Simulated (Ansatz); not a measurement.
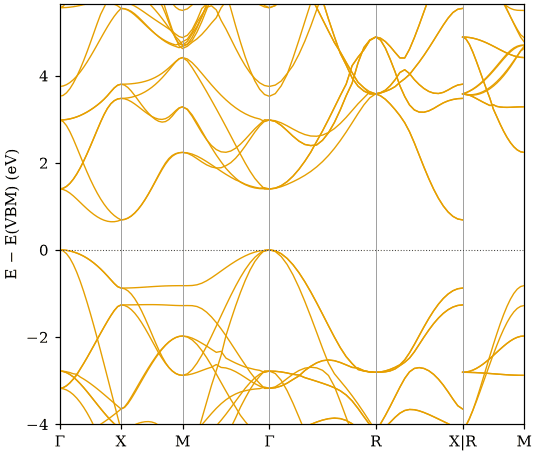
*Band structure from DFT-r²SCAN in the program Ansatz with PAW potentials*

**Question.** Read off the gap and where the band edges lie.

**Answer.** About 0.6 eV (0.64 eV by a search for the band edges); maximum at Γ, minimum on the Γ–X line, 86 % of the way from Γ.

The material is BP in space group Pm-3n (No. 223; B on 6c, P on 6d).

The start of the workflow was typed in or built on a structure type; neither database checked (COD, Materials Project) lists it. It is not the phase usual at ambient conditions (space group No. 216). The r²SCAN relaxation kept the symmetry of its start; whether a distortion lowers the energy is not shown.

Potentials: the later of the program's two PAW sets.
